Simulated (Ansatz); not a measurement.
## Geometry relaxation, with input and output: Y2C4O (part 1 of 4)

System: Y2C4O (slab, 14 atoms in the cell).
Method: DFT PBEsol, scalar-relativistic, plane waves, PAW, spin-polarised (Ansatz 0.2.0).

The structure derives from an entry of the Crystallography Open Database. The input holds or restrains some coordinates. It belongs to a series of runs on one base structure; here: end point B relaxed. Figures and captions count atoms from 1; the log counts them from 0 in places.

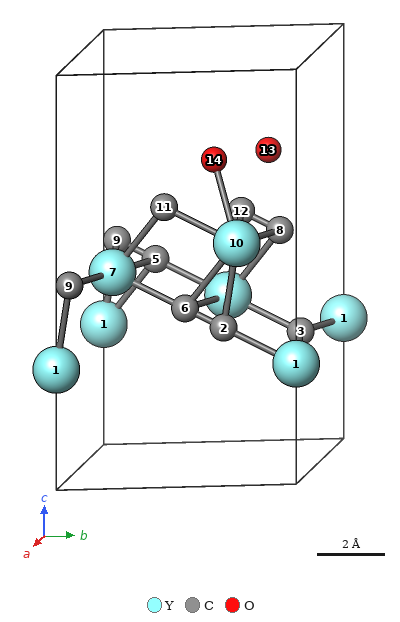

Fig. 1: The starting structure (ball-and-stick view of the cell of the calculation, with the vacuum cut short, seen slightly off an axis; atoms are numbered from 1 in the order of the input).

Results in brief

| quantity | value |
| --- | --- |
| outcome | converged under the restraints of the input |
| electrons treated | 88 |
| free energy | −18271.3246 eV |
| Fermi energy | 1.323 eV |
| net moment of the cell | 0.00 μB |
| integrated absolute moment | 0.00 μB |
| final volume | 542.52 Å³ |
| largest force (length of the vector) at the end, held atoms and coordinates included | 1.773 eV/Å |
| hardware | 4 threads of Arm Neoverse V1, 24 GiB of memory available, shared host |
| wall time | 19 min (CPU time 72 min) |
| peak memory | 1.5 GiB |

The electronic state found may not be the lowest one. Notes on the run: the magnetisation did not meet its threshold; some starting moments were not kept.

The input
```yaml
crystal:
  lattice:
    - [5.200205, 0.0, 0.0]
    - [-2.600102, 6.712254, 0.0]
    - [0.0, 0.0, 15.542747]
  atoms:
    - { symbol: "Y", position: [0.0, 0.0, 0.06433869] }
    - { symbol: C, position: [0.83209283, 0.66418585, 0.12527353] }
    - { symbol: C, position: [0.45542017, 0.91084052, 0.08051704] }
    - { symbol: "Y", position: [0.28751314, 0.57502639, 0.14145188] }
    - { symbol: C, position: [0.11960611, 0.23921227, 0.20238671] }
    - { symbol: C, position: [0.74293339, 0.48586693, 0.15763022] }
    - { symbol: "Y", position: [0.57502636, 0.15005281, 0.21856506] }
    - { symbol: C, position: [0.40711925, 0.81423866, 0.2794999] }
    - { symbol: C, position: [0.03044667, 0.06089335, 0.23474341] }
    - { symbol: "Y", position: [0.8625395, 0.7250792, 0.29567825] }
    - { symbol: C, position: [0.69463247, 0.38926508, 0.35661308] }
    - { symbol: C, position: [0.31795981, 0.63591974, 0.31185659] }
    - { symbol: O, position: [0.19587287, 0.7250792, 0.42159516], spin: 1.0 }
    - { symbol: O, position: [-0.37495601, 0.58342134, 0.44282693] }
magnetization:
  spin_polarized: true
basis:
  ecutwfc: 420.0
kpoints:
  mp_grid: { grid: [5, 4, 1] }
hamiltonian:
  xc: pbesol
scf:
  occupations: { method: fermi_dirac, width: 0.1 }
  lower_state_search: "off"
relax:
  f_tol: 0.03
  max_steps: 60
  adjacent_minimum: "off"
  constraints: [{ sites: [0, 2] }]
```

Launched with:
```bash
ansatz run input.yaml --threads 4 --pin off --max-ram 10240MiB --backend cpu --events-out ev --progress --plain --runs-dir out
```

What the program printed
```
Engine: ansatz 0.2.0, aarch64-unknown-linux-gnu
Pseudopotentials: kind: paw
Pseudopotential: Y, paw, valence charge 11, recommended cutoff 420 eV (normal), Y.paw.azcp
Pseudopotential: C, paw, valence charge 4, recommended cutoff 420 eV (normal), C.paw.azcp
Pseudopotential: O, paw, valence charge 6, recommended cutoff 420 eV (normal), O.paw.azcp
Functional definition: PBEsol
  exchange = pbesol_x
  correlation = pbesol_c
Crystal: 14 atoms, lattice volume = 542.521 Å³
Basis set: ecut = 420 eV, 10613 PW (Γ), exchange–correlation on 72×100×216 points (8 copies of the dense FFT grid, shifted against one another)
Bands: 59, of which v1, the nominal top of the filled ones, is band 44 counted from 1 (43 counted from 0)
Symmetry: 1 space group operations
Space group: P1 (ITA 1), of the structure as read, at distance tolerance 8.2e-5 Å
Magnetic group: BNS 1.1 (UNI 1), of the structure as read, at distance tolerance 8.2e-5 Å
k-points: 11 of 20 (time reversal used)
Non-local potential: Y, projectors of the file, l = 0: 3, l = 1: 2, l = 2: 2, l = 3: 1
Non-local potential: C, projectors of the file, l = 0: 2, l = 1: 2, l = 2: 1
Non-local potential: O, projectors of the file, l = 0: 2, l = 1: 2, l = 2: 1
PAW form: soft (Blöchl's): semilocal exchange-correlation on the pseudo side does not see the compensation charge
PAW frozen core: Y, regenerated for the run's functional, and the local potential with it (the file was generated under x = pbe(κ = 0.804, μ = 0.2195149727645171), c = pbe(β = 0.06672455060314922))
PAW frozen core: C, regenerated for the run's functional, and the local potential with it (the file was generated under x = pbe(κ = 0.804, μ = 0.2195149727645171), c = pbe(β = 0.06672455060314922))
PAW frozen core: O, regenerated for the run's functional, and the local potential with it (the file was generated under x = pbe(κ = 0.804, μ = 0.2195149727645171), c = pbe(β = 0.06672455060314922))
PAW one-centre angular grid: Y, 590 points (default); XC on 64 Gauss nodes
PAW one-centre angular grid: C, 110 points (default); XC on 64 Gauss nodes
PAW one-centre angular grid: O, 110 points (default); XC on 64 Gauss nodes
Initial density: superposition of atomic densities (neutral atoms: chi_scale 0, normalization atom)
Starting moments: Σ|m| = 1 μB on 1 of 14 sites
Initial wavefunctions: pseudopotential atomic-orbital guess
Functional: x = pbesol(κ = 0.804, μ = 0.12345679012345678), c = pbesol(β = 0.046)
SCF iter   1: F=—  HF=-18271.646185 eV  |F-HF|=—  |Δ(HF+E_count)|=         —  Δρ=4.18e-2 (↑3.79e-2 ↓4.18e-2)  dr2=6.59e1  dr2_m=2.67e-1  M=0.562 μB ∫|m|=0.745 μB  β_m=0.30  ethr=3.10e-3  ⟨swp⟩=7.3  Hψ=6141  notcnv=0  defer=13
preconditioner: auto → LDOS  [metal: Δε(μ)=0.025 eV  Ē_g=6.900 eV  σ=0.100 eV  W_gap=0.06  n_scr=72 (ndim 8)  ℏωp=10.8 eV  f_vac=0.482  D(μ)=4.64/eV (n_scr^D=16)]
spin=Collinear: LDOS preconditioning applied to the charge; magnetization (m = ρ↑ − ρ↓) channel mixes plain (no charge-response kernel on spin).
SCF iter   2: F=—  HF=-18261.718387 eV  |F-HF|=—  |Δ(HF+E_count)|=    9.93e0  Δρ=2.07e-2 (↑2.04e-2 ↓2.07e-2)  dr2=1.48e1  dr2_m=7.30e-2  M=0.943 μB ∫|m|=1.062 μB  β_m=0.30  ethr=3.10e-3  ⟨swp⟩=3.5  Hψ=2882  notcnv=0  defer=45
SCF iter   3: F=—  HF=-18259.135108 eV  |F-HF|=—  |Δ(HF+E_count)|=    2.58e0  Δρ=1.52e-2 (↑1.43e-2 ↓1.52e-2)  dr2=7.01e0  dr2_m=7.05e-2  M=1.105 μB ∫|m|=1.216 μB  β_m=1.00  ethr=3.10e-3  ⟨swp⟩=3.5  Hψ=2506  notcnv=0  defer=42
SCF iter   4: F=—  HF=-18258.362999 eV  |F-HF|=—  |Δ(HF+E_count)|=   7.72e-1  Δρ=6.20e-3 (↑6.20e-3 ↓5.85e-3)  dr2=8.59e-1  dr2_m=2.03e-2  M=1.261 μB ∫|m|=1.412 μB  β_m=1.00  ethr=3.10e-3  ⟨swp⟩=3.4  Hψ=2161  notcnv=0  defer=42
SCF iter   5: F=—  HF=-18258.405412 eV  |F-HF|=—  |Δ(HF+E_count)|=   4.24e-2  Δρ=8.60e-3 (↑4.89e-3 ↓8.60e-3)  dr2=1.67e0  dr2_m=4.05e-2  M=1.538 μB ∫|m|=1.696 μB  β_m=1.00  ethr=9.76e-4  ⟨swp⟩=5.2  Hψ=1854  notcnv=0  defer=16
SCF iter   6: F=—  HF=-18258.383469 eV  |F-HF|=—  |Δ(HF+E_count)|=   2.19e-2  Δρ=4.98e-3 (↑3.47e-3 ↓4.98e-3)  dr2=6.27e-1  dr2_m=1.69e-2  M=1.736 μB ∫|m|=1.907 μB  β_m=1.00  ethr=9.76e-4  ⟨swp⟩=2.3  Hψ=1631  notcnv=0  defer=15
SCF iter   7: F=—  HF=-18258.379554 eV  |F-HF|=—  |Δ(HF+E_count)|=   3.92e-3  Δρ=3.28e-3 (↑3.04e-3 ↓3.28e-3)  dr2=3.23e-1  dr2_m=1.17e-2  M=1.923 μB ∫|m|=2.105 μB  β_m=0.30  ethr=7.13e-4  ⟨swp⟩=1.0  Hψ=1323  notcnv=0  defer=14
Mixer restart at iter 7: flushing history
spin-set hold released at iteration 7 (site moments contracting): the magnetisation degrees of freedom join the quasi-Newton model from the next iteration; the mixer history was flushed
SCF iter   8: F=—  HF=-18258.392549 eV  |F-HF|=—  |Δ(HF+E_count)|=   1.30e-2  Δρ=2.91e-3 (↑2.89e-3 ↓2.91e-3)  dr2=2.26e-1  dr2_m=1.57e-2  M=2.006 μB ∫|m|=2.191 μB  β_m=0.35  ethr=3.67e-4  ⟨swp⟩=1.0  Hψ=1314  notcnv=0  defer=14
SCF iter   9: F=—  HF=-18258.430514 eV  |F-HF|=—  |Δ(HF+E_count)|=   3.80e-2  Δρ=2.58e-3 (↑2.58e-3 ↓2.57e-3)  dr2=5.56e-2  dr2_m=2.65e-2  M=2.344 μB ∫|m|=2.535 μB  β_m=0.76  ethr=2.57e-4  ⟨swp⟩=1.5  Hψ=1311  notcnv=0  defer=14
SCF iter  10: F=—  HF=-18258.502273 eV  |F-HF|=—  |Δ(HF+E_count)|=   7.18e-2  Δρ=2.93e-3 (↑1.80e-3 ↓2.93e-3)  dr2=3.97e-2  dr2_m=2.30e-2  M=2.749 μB ∫|m|=2.961 μB  β_m=0.91  ethr=6.31e-5  ⟨swp⟩=2.0  Hψ=2077  notcnv=0  defer=14
SCF iter  11: F=—  HF=-18258.528210 eV  |F-HF|=—  |Δ(HF+E_count)|=   2.59e-2  Δρ=2.31e-3 (↑2.31e-3 ↓1.83e-3)  dr2=3.44e-2  dr2_m=1.72e-2  M=2.898 μB ∫|m|=3.099 μB  β_m=0.96  ethr=4.51e-5  ⟨swp⟩=2.0  Hψ=1939  notcnv=0  defer=14
SCF iter  12: F=—  HF=-18258.562007 eV  |F-HF|=—  |Δ(HF+E_count)|=   3.38e-2  Δρ=2.37e-3 (↑2.37e-3 ↓1.75e-3)  dr2=4.91e-2  dr2_m=1.47e-2  M=3.143 μB ∫|m|=3.337 μB  β_m=0.98  ethr=3.91e-5  ⟨swp⟩=2.0  Hψ=1973  notcnv=0  defer=14
SCF iter  13: F=—  HF=-18258.572688 eV  |F-HF|=—  |Δ(HF+E_count)|=   1.07e-2  Δρ=2.44e-3 (↑2.44e-3 ↓1.51e-3)  dr2=7.32e-2  dr2_m=1.22e-2  M=3.265 μB ∫|m|=3.465 μB  β_m=0.64  ethr=3.91e-5  ⟨swp⟩=2.0  Hψ=1701  notcnv=0  defer=15
SCF iter  14: F=—  HF=-18258.580231 eV  |F-HF|=—  |Δ(HF+E_count)|=   7.54e-3  Δρ=2.05e-3 (↑2.05e-3 ↓9.26e-4)  dr2=6.18e-2  dr2_m=6.13e-3  M=3.372 μB ∫|m|=3.581 μB  β_m=0.99  ethr=3.91e-5  ⟨swp⟩=1.5  Hψ=1517  notcnv=0  defer=15
SCF iter  15: F=—  HF=-18258.580567 eV  |F-HF|=—  |Δ(HF+E_count)|=   3.35e-4  Δρ=1.07e-3 (↑1.04e-3 ↓1.07e-3)  dr2=2.02e-2  dr2_m=2.23e-3  M=3.348 μB ∫|m|=3.558 μB  β_m=0.80  ethr=3.91e-5  ⟨swp⟩=2.0  Hψ=1908  notcnv=0  defer=15
SCF iter  16: F=—  HF=-18258.580413 eV  |F-HF|=—  |Δ(HF+E_count)|=   1.54e-4  Δρ=5.29e-4 (↑5.18e-4 ↓5.29e-4)  dr2=2.38e-3  dr2_m=1.00e-3  M=3.407 μB ∫|m|=3.620 μB  β_m=0.78  ethr=2.30e-5  ⟨swp⟩=2.0  Hψ=1887  notcnv=0  defer=15
SCF iter  17: F=—  HF=-18258.580463 eV  |F-HF|=—  |Δ(HF+E_count)|=   5.02e-5  Δρ=4.23e-4 (↑3.73e-4 ↓4.23e-4)  dr2=2.99e-4  dr2_m=6.99e-4  M=3.467 μB ∫|m|=3.687 μB  β_m=0.89  ethr=2.71e-6  ⟨swp⟩=2.5  Hψ=1985  notcnv=0  defer=15
SCF iter  18: F=—  HF=-18258.581823 eV  |F-HF|=—  |Δ(HF+E_count)|=   1.36e-3  Δρ=1.69e-4 (↑1.33e-4 ↓1.69e-4)  dr2=4.05e-4  dr2_m=6.20e-5  M=3.416 μB ∫|m|=3.633 μB  β_m=0.94  ethr=3.40e-7  ⟨swp⟩=3.0  Hψ=2229  notcnv=0  defer=15
SCF iter  19: F=—  HF=-18258.581877 eV  |F-HF|=—  |Δ(HF+E_count)|=   5.42e-5  Δρ=5.60e-5 (↑4.89e-5 ↓5.60e-5)  dr2=3.14e-5  dr2_m=8.85e-6  M=3.428 μB ∫|m|=3.646 μB  β_m=0.97  ethr=3.40e-7  ⟨swp⟩=2.0  Hψ=1799  notcnv=0  defer=15
SCF iter  20: F=-18258.581884 eV  HF=-18258.581891 eV  |F-HF|=6.37e-6  |Δ(HF+E_count)|=   1.36e-5  Δρ=2.69e-5 (↑2.69e-5 ↓1.98e-5)  dr2=9.25e-6  dr2_m=1.25e-6  M=3.424 μB ∫|m|=3.643 μB  ethr=2.56e-8  ⟨swp⟩=4.0  Hψ=3551  notcnv=0
SCF 1 converged in 20 iterations: F = -18258.581884 eV  dr2 = 9.25e-6
  greatest PAW one-centre occupation: 0.993 electrons in one spin orbital (limit 2), on the Y atom at site 6 (counted from 0), in its partial waves of l = 0
relax step   1: F+E_penalty+E_count = -18258.58188440 eV  Δ(F+E_penalty+E_count) = +0.000e0 eV  max|allowed force component| = 4.104e0 eV/Å  Δτ_max = 0.0000 Å  (20 SCF iters, dr2 threshold 2.25e-5 eV, accepted)
Initial density: handed on by an earlier stage of this run
Starting moments: Σ|m| = 1 μB on 1 of 14 sites; this step starts from the density that it was given
Initial wavefunctions: those handed on with the density
[...]
preconditioner: auto → LDOS  [metal: Δε(μ)=0.012 eV  Ē_g=7.673 eV  σ=0.100 eV  W_gap=0.03  n_scr=72 (ndim 8)  ℏωp=11.8 eV  f_vac=0.529  D(μ)=5.37/eV (n_scr^D=20)]
spin=Collinear: LDOS preconditioning applied to the charge; magnetization (m = ρ↑ − ρ↓) channel mixes plain (no charge-response kernel on spin).
  greatest PAW one-centre occupation: 0.993 electrons in one spin orbital (limit 2), on the Y atom at site 9 (counted from 0), in its partial waves of l = 0
relax step   2: F+E_penalty+E_count = -18261.16767168 eV  Δ(F+E_penalty+E_count) = -2.586e0 eV  max|allowed force component| = 5.066e0 eV/Å  Δτ_max = 0.1949 Å  (14 SCF iters, dr2 threshold 1.00e-4 eV, accepted)
preconditioner: auto → LDOS  [metal: Δε(μ)=0.157 eV  Ē_g=7.527 eV  σ=0.100 eV  W_gap=0.37  n_scr=72 (ndim 8)  ℏωp=11.6 eV  f_vac=0.534  D(μ)=3.63/eV (n_scr^D=10)]
spin=Collinear: LDOS preconditioning applied to the charge; magnetization (m = ρ↑ − ρ↓) channel mixes plain (no charge-response kernel on spin).
relax step   3: F+E_penalty+E_count = -18264.23676771 eV  Δ(F+E_penalty+E_count) = -3.069e0 eV  max|allowed force component| = 6.456e0 eV/Å  Δτ_max = 0.1944 Å  (10 SCF iters, dr2 threshold 1.00e-4 eV, accepted)
preconditioner: auto → LDOS  [metal: Δε(μ)=0.024 eV  Ē_g=7.556 eV  σ=0.100 eV  W_gap=0.06  n_scr=72 (ndim 8)  ℏωp=11.5 eV  f_vac=0.540  D(μ)=5.85/eV (n_scr^D=28)]
spin=Collinear: LDOS preconditioning applied to the charge; magnetization (m = ρ↑ − ρ↓) channel mixes plain (no charge-response kernel on spin).
Mixer restart at iter 56: flushing history
relax step   4: F+E_penalty+E_count = -18266.50337211 eV  Δ(F+E_penalty+E_count) = -2.267e0 eV  max|allowed force component| = 6.113e0 eV/Å  Δτ_max = 0.1939 Å  (57 SCF iters, dr2 threshold 1.00e-4 eV, accepted)
preconditioner: auto → LDOS  [metal: Δε(μ)=0.050 eV  Ē_g=8.110 eV  σ=0.100 eV  W_gap=0.12  n_scr=72 (ndim 8)  ℏωp=11.5 eV  f_vac=0.544  D(μ)=4.93/eV (n_scr^D=16)]
spin=Collinear: LDOS preconditioning applied to the charge; magnetization (m = ρ↑ − ρ↓) channel mixes plain (no charge-response kernel on spin).
WARN: the starting moments were not kept: the SCF closed with an absolute magnetisation of 4.2e-5 μB, where they sum to 1 μB in size (1 site). That is at most 0.1 of that sum. Measured as dr2_m measures the in/out step, that magnetisation stands 2.9e-10 eV from none, at or under the dr2_threshold of 1.0e-7 eV: it is no larger than a step whose dr2_m would equal this threshold. The system may hold no moment; this SCF shows only that its start led to no more than that. This SCF took its magnetisation from the state that an earlier stage of the run handed on, and the starting moments (crystal.atoms[].spin, magnetization.per_species, magnetization.initial_magnetization, or on a non-collinear deck that types none of these the spinor_matrix: blocks that start its atoms; where the total moment is fixed, keep their sum and leave initial_magnetization as it is) reach it only through that state. Under a hybrid functional, moments that its semilocal warm-up loses can be held through it (magnetization.spin_locking: {lock_spins: true, release_at_the_exchange_loop: true}, refused in a deck that types no crystal.atoms[].spin or magnetization.per_species, and beside md: or magnetic_configurations:, beside output.atomic_orbital_hamiltonian at one k-point under exchange of full range, and beside output.current_voltage). To try another start, change the starting moments or, where the run itself opened from a saved state (the deck's checkpoint.read, a session's seed or a resume), run it without that state.
  greatest PAW one-centre occupation: 0.993 electrons in one spin orbital (limit 2), on the Y atom at site 0 (counted from 0), in its partial waves of l = 0
relax step   5: F+E_penalty+E_count = -18267.15970440 eV  Δ(F+E_penalty+E_count) = -6.563e-1 eV  max|allowed force component| = 1.172e1 eV/Å  Δτ_max = 0.1902 Å  (18 SCF iters, accepted)
preconditioner: auto → LDOS  [metal: Δε(μ)=0.042 eV  Ē_g=7.859 eV  σ=0.100 eV  W_gap=0.10  n_scr=72 (ndim 8)  ℏωp=11.5 eV  f_vac=0.547  D(μ)=5.64/eV (n_scr^D=28)]
spin=Collinear: LDOS preconditioning applied to the charge; magnetization (m = ρ↑ − ρ↓) channel mixes plain (no charge-response kernel on spin).
the starting moments were not kept: the SCF closed with an absolute magnetisation of 1.0e-4 μB, where they sum to 1 μB in size (1 site). That is at most 0.1 of that sum. Measured as dr2_m measures the in/out step, that magnetisation stands 1.0e-9 eV from none, at or under the dr2_threshold of 1.0e-7 eV: it is no larger than a step whose dr2_m would equal this threshold.
relax step   6: F+E_penalty+E_count = -18268.59487989 eV  Δ(F+E_penalty+E_count) = -1.435e0 eV  max|allowed force component| = 2.331e0 eV/Å  Δτ_max = 0.1945 Å  (13 SCF iters, accepted)
preconditioner: auto → LDOS  [metal: Δε(μ)=0.045 eV  Ē_g=7.954 eV  σ=0.100 eV  W_gap=0.11  n_scr=72 (ndim 8)  ℏωp=11.5 eV  f_vac=0.550  D(μ)=4.24/eV (n_scr^D=10)]
spin=Collinear: LDOS preconditioning applied to the charge; magnetization (m = ρ↑ − ρ↓) channel mixes plain (no charge-response kernel on spin).
the starting moments were not kept: the SCF closed with an absolute magnetisation of 2.9e-5 μB, where they sum to 1 μB in size (1 site). That is at most 0.1 of that sum. Measured as dr2_m measures the in/out step, that magnetisation stands 1.1e-10 eV from none, at or under the dr2_threshold of 1.0e-7 eV: it is no larger than a step whose dr2_m would equal this threshold.
relax step   7: F+E_penalty+E_count = -18269.24332396 eV  Δ(F+E_penalty+E_count) = -6.484e-1 eV  max|allowed force component| = 2.196e0 eV/Å  Δτ_max = 0.1948 Å  (13 SCF iters, accepted)
preconditioner: auto → LDOS  [metal: Δε(μ)=0.102 eV  Ē_g=7.982 eV  σ=0.100 eV  W_gap=0.24  n_scr=72 (ndim 8)  ℏωp=11.5 eV  f_vac=0.549  D(μ)=3.83/eV (n_scr^D=10)]
spin=Collinear: LDOS preconditioning applied to the charge; magnetization (m = ρ↑ − ρ↓) channel mixes plain (no charge-response kernel on spin).
the starting moments were not kept: the SCF closed with an absolute magnetisation of 2.3e-5 μB, where they sum to 1 μB in size (1 site). That is at most 0.1 of that sum. Measured as dr2_m measures the in/out step, that magnetisation stands 4.4e-11 eV from none, at or under the dr2_threshold of 1.0e-7 eV: it is no larger than a step whose dr2_m would equal this threshold.
relax step   8: F+E_penalty+E_count = -18269.62901511 eV  Δ(F+E_penalty+E_count) = -3.857e-1 eV  max|allowed force component| = 1.965e0 eV/Å  Δτ_max = 0.2000 Å  (13 SCF iters, accepted)
preconditioner: auto → LDOS  [metal: Δε(μ)=0.094 eV  Ē_g=8.046 eV  σ=0.100 eV  W_gap=0.23  n_scr=72 (ndim 8)  ℏωp=11.5 eV  f_vac=0.551  D(μ)=3.65/eV (n_scr^D=10)]
spin=Collinear: LDOS preconditioning applied to the charge; magnetization (m = ρ↑ − ρ↓) channel mixes plain (no charge-response kernel on spin).
the starting moments were not kept: the SCF closed with an absolute magnetisation of 1.6e-5 μB, where they sum to 1 μB in size (1 site). That is at most 0.1 of that sum. Measured as dr2_m measures the in/out step, that magnetisation stands 2.0e-11 eV from none, at or under the dr2_threshold of 1.0e-7 eV: it is no larger than a step whose dr2_m would equal this threshold.
```
